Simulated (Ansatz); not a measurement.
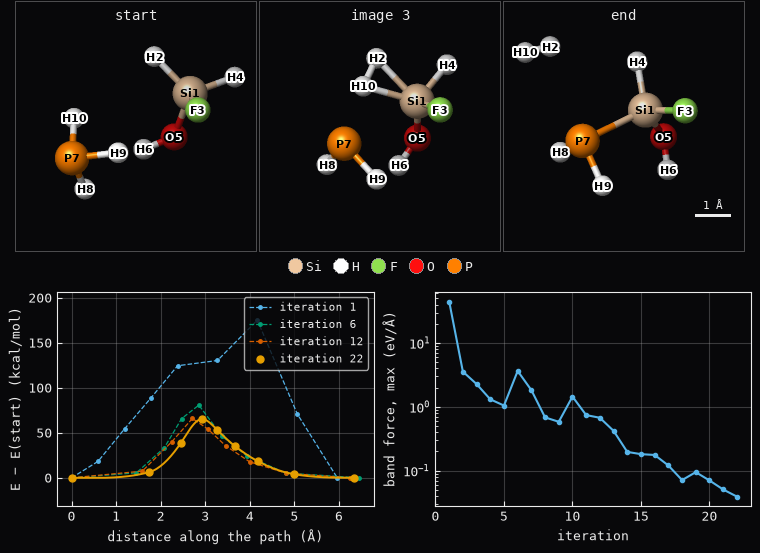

NEB run on SiPH6OF, made up at the start of SiH3OF and PH3. Images are numbered from 0 (start) to 8 (end). The plot follows the band through its iterations. Style: ball-and-stick. Shown from a free direction.

Level of theory: Ansatz, RKS PBE0-D4/6-31G*. Settings: 7 movable images; climbing image; force threshold 0.05 eV/Å; iteration limit 60; starting path through a guess of the saddle point.

How did the profile develop, and is the result final?

Answer. The run is converged, with reservations. The band converged in 22 iterations. The largest component of the band force went from 45 to 0.039 eV/Å. The climbing image converged on the top of the path. Its curvatures weren't checked. The first iteration put the highest image at 175.2 kcal/mol. The barrier is about 65.3 kcal/mol in both directions, with image 3 at the top; the ends have nearly the same energy.

Limits of the set-up: the start holds two separate molecules, 2.4 Å apart at their closest, whose relative position is a soft coordinate.

Cost: 9.8 min on 1 thread of Arm Neoverse V1, with other jobs on the host, peak memory 0.16 GiB.
